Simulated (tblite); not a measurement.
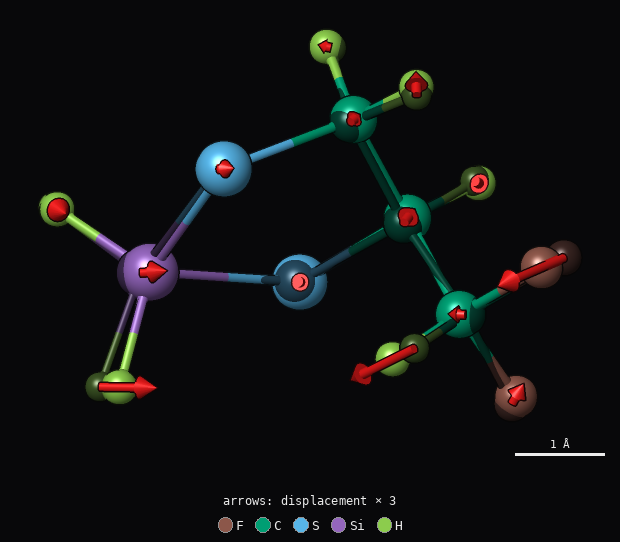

A relaxation of C$_{3}$H$_{6}$F$_{2}$S$_{2}$Si. The starting structure is drawn faded, the final one solid; red arrows show the displacements, 3 times their true length. The two geometries are superimposed by the best rigid fit.

Style: ball-and-stick. Shown at a tilt.

Theory: GFN2-xTB geometry optimisation, gas phase in tblite 0.8.0. 

Describe the change and its energy.

Answer. The atom that moves furthest after the best rigid fit is an F atom (0.38 Å). Largest moves by element: F 0.38 Å, H 0.38 Å, Si 0.12 Å, C 0.12 Å, S 0.08 Å. Near-neighbour distances that change, for instance: C–S 1.786 → 1.828 Å, C–F 1.398 → 1.356 Å, C–F 1.385 → 1.348 Å, C–H 1.131 → 1.094 Å. Among the angles between lasting bonds that change: C–C–H 104.9° → 110.0°, S–Si–S 95.1° → 99.9°, F–C–H 112.9° → 108.3°. Over 62 geometry steps the energy falls by 0.283 eV.
